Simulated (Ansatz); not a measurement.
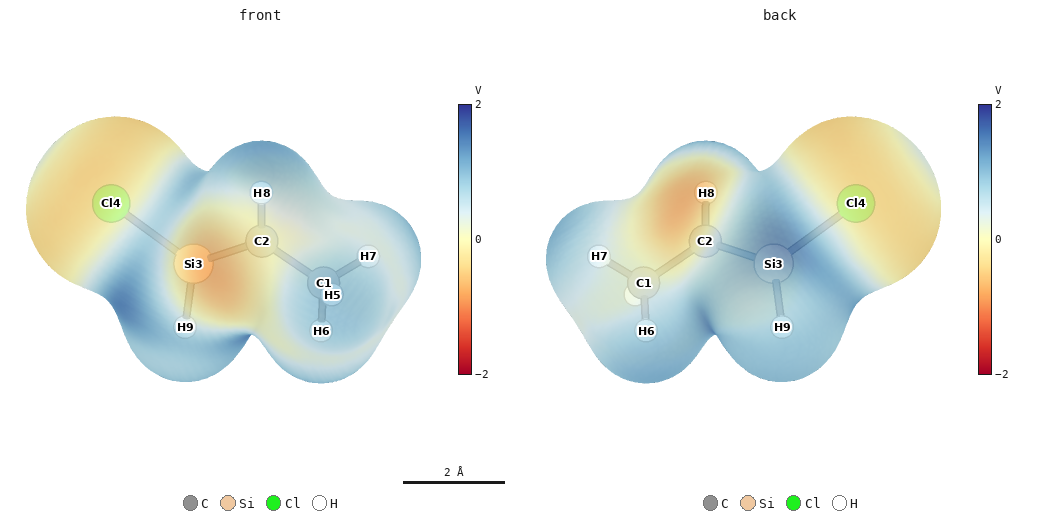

The picture shows: C2H5ClSi. The molecular electrostatic potential painted on the density surface at 0.004 e/bohr³, seen from the front and from behind; the colour scale runs from red (negative) to blue (positive).

Computed with RKS PBE0-D4/6-31G* (Ansatz 0.2.0).

```tsv
atom	x (Å)	y (Å)	z (Å)
C	-0.3576	1.3019	-0.0397
C	-0.3234	-0.1217	0.4340
Si	0.6185	-1.3650	-0.2542
Cl	0.6075	-3.2858	0.4566
H	-0.0311	1.9890	0.7523
H	0.2860	1.4745	-0.9091
H	-1.3766	1.5991	-0.3210
H	-0.9540	-0.3686	1.2872
H	1.5307	-1.2235	-1.4061
```

**Which sites attract a positive test charge, and which a negative one?**

A positive charge is drawn to the negative regions and a negative charge to the positive ones. The most negative region (about −0.8 V, or −18 kcal/mol for a unit charge) lies over the π face of C2, the most positive (about +1.5 V, or +35 kcal/mol for a unit charge) over Si3. Cl4 shows a σ-hole: about +0.3 V, or +7 kcal/mol for a unit charge at the tip opposite its bond, against about −0.3 V, or −7 kcal/mol for a unit charge on its flanks.
